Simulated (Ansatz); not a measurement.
In doubt: one-shot GW on d or f shells is unsure, so the values of those runs are not to be relied on.

Two G0W0 runs on Cs2AgAsF6 (Fm-3m).

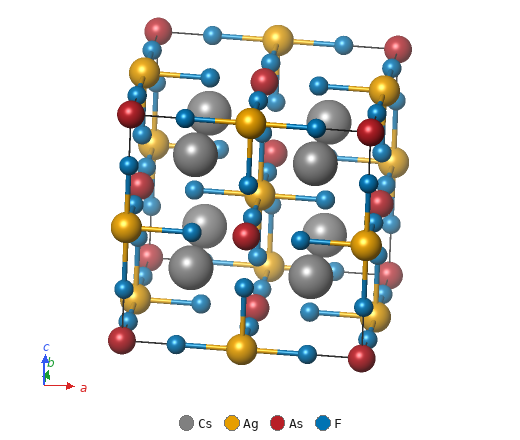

The structure (caesium grey, silver orange, arsenic red, fluorine blue). Some periodic images of atoms are drawn too.

The structure is cubic, space group Fm-3m (No. 225). Conventional cell: a = 9.195 Å, b = 9.195 Å, c = 9.195 Å, α = 90.00°, β = 90.00°, γ = 90.00°. Nearest to Cs lie 12 F at 3.26 Å. Ag has 6 F at 2.51 Å nearest. As has 6 F at 2.08 Å nearest. Nearest to F lie 1 As at 2.08 Å and 1 Ag at 2.51 Å and 4 Cs at 3.26 Å. Farther neighbours and most contacts between anions are not listed.

```cif
data_structure
_symmetry_space_group_name_H-M 'P 1'
_symmetry_Int_Tables_number 1
_cell_length_a 6.5020
_cell_length_b 6.5020
_cell_length_c 6.5020
_cell_angle_alpha 60.000
_cell_angle_beta 60.000
_cell_angle_gamma 60.000
_cell_volume 194.37
loop_
_atom_site_label
_atom_site_type_symbol
_atom_site_fract_x
_atom_site_fract_y
_atom_site_fract_z
_atom_site_occupancy
Cs1 Cs 0.75000 0.75000 0.75000 1
Cs2 Cs 0.25000 0.25000 0.25000 1
Ag3 Ag 0.50000 0.50000 0.50000 1
As4 As 0.00000 0.00000 0.00000 1
F5 F 0.77328 0.22672 0.22672 1
F6 F 0.22672 0.22672 0.77328 1
F7 F 0.22672 0.77328 0.77328 1
F8 F 0.22672 0.77328 0.22672 1
F9 F 0.77328 0.22672 0.77328 1
F10 F 0.77328 0.77328 0.22672 1
```

The cell and positions are those that the Materials Project relaxed with its own functionals (PBE, PBE+U or r2SCAN), kept fixed. Spin-orbit coupling is left out unless a run names it.

The first (Ansatz 0.2.0; start PBE, 4×4×4 mesh, 1065 empty bands, screening to 180 eV, PAW set soft_1 files; 1 × NVIDIA H100 80GB HBM3 (shared by 6 runs) with 2 threads of AMD EPYC 7R13 (Zen 3), shared host) gave, on its mesh: starting gap 2.43 eV, G0W0 gap 4.26 eV, RPA ε∞ (mean) 2.93, 79 s.

The second gave: starting gap 2.43 eV, G0W0 gap 4.24 eV, RPA ε∞ (mean) 2.93, 1.8 min.

What was changed in the input? Choose among start, files, mesh, bands and cutoff, frequency model or another key.

Changed: frequency model from contour deformation to plasmon pole. The starting gap stayed, which rules out the functional and points to the GW step. Other changes could give like numbers; this is the one that was made.

Limits: not at the basis limit; d shell near the gap, gap tends to lie low; no spin-orbit coupling.

[Paths, hosts, dates, memory and timing lines, banners, echoed tables and standing remarks are left out of the program output.]

[Logs are printed without paths, hosts, clocks, repeated set-up lines and the standing remarks that a program may print on its own settings, such as how far it seeks lower states.]

[Runs of the session that timed out or met a known fault of the program may be left out.]

[Cells called generated may have been cut or substituted from an entry of the Crystallography Open Database or the Materials Project.]

[Hosts, paths, dates, database ids (printed as entryN), source tags and the programs' standing remarks are cut or masked in the printed files.]
